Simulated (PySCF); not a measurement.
# BPH5Br (SMILES [PH3+][BH2-]Br): MP2/STO-3G

Aim: the vertical singlet–triplet gap of BPH5Br at MP2/STO-3G, from 2 runs. Input form: a Python script.

The calculation is run with PySCF 2.14.0.

## (1) The system as given

The species is BPH5Br (8 atoms), meant as a singlet with charge 0. As SMILES, `[PH3+][BH2-]Br`. The shape is that of a GFN2-xTB optimisation.

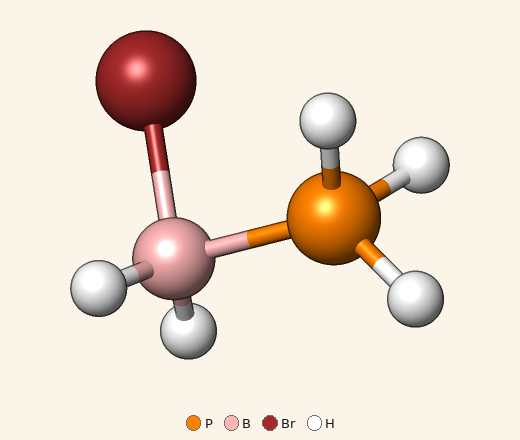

The structure, seen from a chosen angle (phosphorus orange, boron pink, bromine red, hydrogen white).

## (2) The energy at MP2/STO-3G

Input file job.py:

```python
# [PH3+][BH2-]Br
from pyscf import gto, mp

mol = gto.M(
    atom='''
P   -0.552170   0.571140  -0.291530
B    0.510210  -0.968900   0.139050
Br   1.674030   0.046830   1.412150
H   -1.633520   0.650290  -1.171600
H    0.174060   1.643130  -0.765050
H   -1.133950   1.179170   0.800510
H   -0.148120  -1.784690   0.690780
H    1.109460  -1.336970  -0.814320
''',
    verbose=4,
    basis='sto-3g',
    max_memory=1860,
)

mf = mol.RHF()
mf.conv_tol = 1e-10
mf.kernel()
if not mf.converged:
    mf = mf.newton().run(mf.mo_coeff, mf.mo_occ)

pt = mp.MP2(mf, frozen=15).run()
e_tot = pt.e_tot
print('E(%s) = %.9f' % ('MP2', e_tot))
```

Started as:

```console
$ OMP_NUM_THREADS=1 python job.py
```

What it wrote:

```text
PySCF version 2.14.0

[... 60 lines left out ...]
converged SCF energy = -2908.87685281775
[... 1 line left out ...]
******** <class 'pyscf.mp.mp2.RMP2'> ********
nocc = 15, nmo = 22
frozen orbitals 15
E(RMP2) = -2908.96481719879  E_corr = -0.0879643810464774
E(SCS-RMP2) = -2908.97723336223  E_corr = -0.10038054448464
E_corr(same-spin) = -0.00597313012053822
E_corr(oppo-spin) = -0.0819912509259392
E(MP2) = -2908.964817199
```

It took 0.99 s on 1 thread of Arm Neoverse V1, shared host; peak memory 0.12 GiB.

## (3) The triplet, same level

Input file calc.py:

```python
from pyscf import gto, mp

molecule = gto.M(
    atom='''
P     -1.043450     1.079298    -0.550912
B      0.964157    -1.830956     0.262766
Br     3.163458     0.088496     2.668577
H     -3.086905     1.228870    -2.214003
H      0.328926     3.105066    -1.445735
H     -2.142855     2.228308     1.512745
H     -0.279906    -3.372575     1.305385
H      2.096576    -2.526507    -1.538842
''',
    charge=0,
    max_memory=1860,
    unit='bohr',
    basis='sto-3g',
    spin=2,
    verbose=4,
)

myscf = molecule.UHF()
myscf.conv_tol = 1e-10
myscf.kernel()
if not myscf.converged:
    myscf = myscf.newton().run(myscf.mo_coeff, myscf.mo_occ)

pt = mp.MP2(myscf, frozen=15).run()
etot = pt.e_tot
print('E = %.10f Eh' % etot)
```

Started as:

```console
$ OMP_NUM_THREADS=1 python calc.py
```

What it wrote:

```text
PySCF version 2.14.0

[... 55 lines left out ...]
[... the frontier-level lines of each cycle are left out ...]
[... 17 lines left out ...]
[... 17 lines left out ...]
[... 17 lines left out ...]
[... 17 lines left out ...]
[... 17 lines left out ...]
[... 17 lines left out ...]
[... 5 lines left out ...]

cycle= 22 E= -2908.52820506613  delta_E= -4.12e-10  |g|= 7.3e-06  |ddm|= 5.34e-05


cycle= 23 E= -2908.52820506612  delta_E= 1.09e-11  |g|= 7.3e-06  |ddm|= 2.27e-06


Extra cycle  E= -2908.5282050664  delta_E= -2.75e-10  |g|= 7.32e-06  |ddm|= 3.05e-05
converged SCF energy = -2908.5282050664  <S^2> = 2.0104188  2S+1 = 3.0069379

******** <class 'pyscf.mp.ump2.UMP2'> ********
nocc = (np.int64(16), np.int64(14)), nmo = (22, 22)
frozen orbitals 15
E(UMP2) = -2908.61088475247  E_corr = -0.0826796860676877
E(SCS-UMP2) = -2908.62082747494  E_corr = -0.0926224085440084
E_corr(same-spin) = -0.00760755546601944
E_corr(oppo-spin) = -0.0750721306016683
E = -2908.6108847525 Eh
```

Wall time 1.1 s (1 thread of Arm Neoverse V1, shared host); peak memory 0.12 GiB.

## (4) What came out

Level: MP2/STO-3G, 15 core orbitals frozen.

```
                                             quantity           value
                                singlet: total energy  -2908.96482 Eh
        singlet: dipole moment (Hartree–Fock density)          6.21 D
         singlet: HOMO energy (Hartree–Fock orbitals)        -6.92 eV
         singlet: LUMO energy (Hartree–Fock orbitals)        10.39 eV
       singlet: HOMO–LUMO gap (Hartree–Fock orbitals)        17.31 eV
singlet: correlation energy (15 core orbitals frozen)       -88.0 mEh
                                triplet: total energy  -2908.61088 Eh
        triplet: dipole moment (Hartree–Fock density)          3.98 D
triplet: correlation energy (15 core orbitals frozen)       -82.7 mEh
           triplet: ⟨S²⟩ of the reference determinant           2.010
     vertical energy of the triplet above the singlet        9.631 eV
```

**Reading.** At this shape the triplet lies 9.63 eV (222 kcal/mol) above the singlet. In a minimal basis such a difference can be off by several eV, whatever the method.
